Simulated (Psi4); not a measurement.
**C2H3B− (SMILES [BH2-]C#C) at UMP2/STO-3G (density fitting, density fitting for correlation, sweep point 1)**

Aim: the energy change on altering one bond length of C2H3B− at UMP2/STO-3G (density fitting, density fitting for correlation, sweep point 1), from 2 runs. 

The calculation is run with Psi4 1.11.

## Step 1: The molecule

The species is C2H3B− (6 atoms), meant as a doublet with charge -1. As SMILES, `[BH2-]C#C`. The shape is that of a GFN2-xTB optimisation.

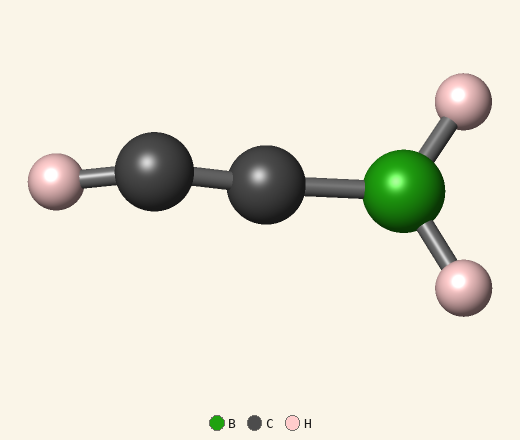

The structure, seen from a chosen angle (boron green, carbon dark grey, hydrogen pink).

## Step 2: The energy at UMP2/STO-3G (density fitting, density fitting for correlation, sweep point 1)

c2h3b.dat reads:

```
memory 1.6 GB

molecule m {
  -1 2
  B     -1.49654971     0.92759097    -1.06365125
  C      0.52706351    -0.32301089     0.34948595
  C      2.48995983    -1.33397657     1.17525847
  H     -3.07280806    -0.27058988    -2.24178210
  H     -1.75691617     3.21601151    -1.04292095
  H      3.30925059    -2.21604403     2.82362878
  units au
  symmetry c1
}

set {
  basis STO-3G
  reference uhf
  puream true
  scf_type df
  num_frozen_docc 3
  maxiter 150
}

result = energy('mp2')
```

Run with:

```sh
$ psi4 -i c2h3b.dat -o c2h3b.out -n 1
```

c2h3b.out:

```text
[...]
  Running in c1 symmetry.
[...]
  Nuclear repulsion =   46.447729660170218
[...]
  Multiplicity = 2
[...]
  Nalpha       = 11
  Nbeta        = 10
[...]
    Number of basis functions: 18
[...]
   @DF-UHF iter   1:  -100.62699874646236   -2.25427e+00   6.87594e-03 ADIIS/DIIS
[...]
   @DF-UHF iter  18:  -100.66563412984991   -1.37419e-11   5.12420e-09 DIIS
[...]
   @S^2 Observed:                1.152689143E+00
[...]
    Orbital Energies [Eh]
    ---------------------
    Alpha Occupied:
       1A    -10.680336     2A    -10.636320     3A     -6.975423
       4A     -0.681712     5A     -0.437123     6A     -0.338892
       7A     -0.167787     8A     -0.145756     9A     -0.137934
      10A     -0.069138    11A      0.097417
    Alpha Virtual:
      12A      0.665100    13A      0.675759    14A      0.926370
      15A      1.010807    16A      1.144577    17A      1.170597
      18A      1.621728
    Beta Occupied:
[...]
  @DF-UHF Final Energy:  -100.66563412984991
   => Energetics <=
    Nuclear Repulsion Energy =             46.4477296601702179
    One-Electron Energy =                -233.9903156554046859
    Two-Electron Energy =                  86.8769518653845694
    Total Energy =                       -100.6656341298499058
  UHF NO Occupations:
  HONO-2 :    9  A 1.9011851
  HONO-1 :   10  A 1.8977627
[...]
 Multipole Moments:
 ------------------------------------------------------------------------------------
     Multipole            Electronic (a.u.)      Nuclear  (a.u.)        Total (a.u.)
 ------------------------------------------------------------------------------------
 L = 1.  Multiply by 2.5417464519 to convert [e a0] to [Debye]
 Dipole X            :          1.4044315           -0.4696363            0.9347952
 Dipole Y            :         -0.7222126            0.1248444           -0.5973682
 Dipole Z            :          0.5631231            0.1497082            0.7128314
 Magnitude           :                                                    1.3186430
[...]
```

It took 1.6 s on 1 thread of Intel Xeon 6975P-C (Granite Rapids), shared host; peak memory 0.18 GiB.

## Step 3: The distorted shape

job.in reads:

```
memory 1600 mb

molecule geom {
  -1 2
  B     -1.36635892    -0.21668923    -1.07401639
  C      0.65725431    -1.46729108     0.33912080
  C      2.62015063    -2.47825676     1.16489332
  H     -2.94261727    -1.41487007    -2.25214725
  H     -1.75691617     3.21601151    -1.04292095
  H      3.43944139    -3.36032422     2.81326363
  units au
  symmetry c1
}

set basis STO-3G
set reference uhf
set puream true
set scf_type df
set num_frozen_docc 3
set maxiter 150

result = energy('mp2')
```

Run with:

```sh
$ psi4 -n 1 job.in job.out
```

job.out:

```text
[...]
  Running in c1 symmetry.
[...]
  Nuclear repulsion =   45.299876142528987
[...]
  Multiplicity = 2
[...]
  Nalpha       = 11
  Nbeta        = 10
[...]
    Number of basis functions: 18
[...]
   @DF-UHF iter   1:  -100.50718596467131   -2.28521e+00   7.32985e-03 DIIS/ADIIS
[...]
   @DF-UHF iter  20:  -100.55782945384124   -2.89901e-12   7.87078e-09 DIIS
[...]
   @S^2 Observed:                1.435725818E+00
[...]
    Orbital Energies [Eh]
    ---------------------
    Alpha Occupied:
       1A    -10.702304     2A    -10.652958     3A     -7.006343
       4A     -0.698533     5A     -0.446488     6A     -0.342144
       7A     -0.178415     8A     -0.154226     9A     -0.114744
      10A     -0.004554    11A      0.073537
    Alpha Virtual:
      12A      0.592008    13A      0.662489    14A      0.730803
      15A      0.918353    16A      1.071306    17A      1.150163
      18A      1.603767
    Beta Occupied:
[...]
  @DF-UHF Final Energy:  -100.55782945384124
   => Energetics <=
    Nuclear Repulsion Energy =             45.2998761425289871
    One-Electron Energy =                -231.3381394256186638
    Two-Electron Energy =                  85.4804338292484545
    Total Energy =                       -100.5578294538412365
  UHF NO Occupations:
  HONO-2 :    9  A 1.8877631
  HONO-1 :   10  A 1.8313634
[...]
 Multipole Moments:
 ------------------------------------------------------------------------------------
     Multipole            Electronic (a.u.)      Nuclear  (a.u.)        Total (a.u.)
 ------------------------------------------------------------------------------------
 L = 1.  Multiply by 2.5417464519 to convert [e a0] to [Debye]
 Dipole X            :          1.6091199           -0.5308289            1.0782910
 Dipole Y            :         -1.7217338            0.6626824           -1.0590514
 Dipole Z            :          0.6145015            0.1545801            0.7690816
 Magnitude           :                                                    1.6958148
[...]
```

Wall time 1.4 s (1 thread of Intel Xeon 6975P-C (Granite Rapids), shared host); peak memory 0.19 GiB.

## Step 4: Outcome

Level: UMP2/STO-3G (density fitting, density fitting for correlation, sweep point 1), 3 core orbitals frozen.

| quantity | value |
| --- | --- |
| first shape: total energy | -100.79976 Eh |
| first shape: HOMO energy (Hartree–Fock orbitals) (highest over α and β) | 2.65 eV |
| first shape: LUMO energy (Hartree–Fock orbitals) (lowest over α and β) | 15.64 eV |
| first shape: correlation energy (3 core orbitals frozen) | -134.1 mEh |
| first shape: ⟨S²⟩ of the reference determinant | 1.153 |
| distorted shape: total energy | -100.69129 Eh |
| distorted shape: HOMO energy (Hartree–Fock orbitals) (highest over α and β) | 2.00 eV |
| distorted shape: LUMO energy (Hartree–Fock orbitals) (lowest over α and β) | 15.39 eV |
| distorted shape: correlation energy (3 core orbitals frozen) | -133.5 mEh |
| distorted shape: ⟨S²⟩ of the reference determinant | 1.436 |
| energy change with the B1–H5 bond stretched from 1.219 to 1.828 Å | 2.952 eV |

What this shows: With the B1–H5 bond stretched from 1.219 to 1.828 Å the energy rises by 2.95 eV (285 kJ/mol). The first shape isn't relaxed at this level, so the change isn't measured from a minimum. The minimal basis adds a large error of its own. ⟨S²⟩ (first shape) is 1.15 where a pure doublet has 0.75: the reference is spin-contaminated. The HOMO (first shape) lies at positive energy, 2.65 eV: the electron is unbound at this level or held by a compact basis; values depend on the basis. ⟨S²⟩ (distorted shape) is 1.44 where a pure doublet has 0.75: the reference is spin-contaminated. The HOMO (distorted shape) lies at positive energy, 2.00 eV: the electron is unbound at this level or held by a compact basis; values depend on the basis.
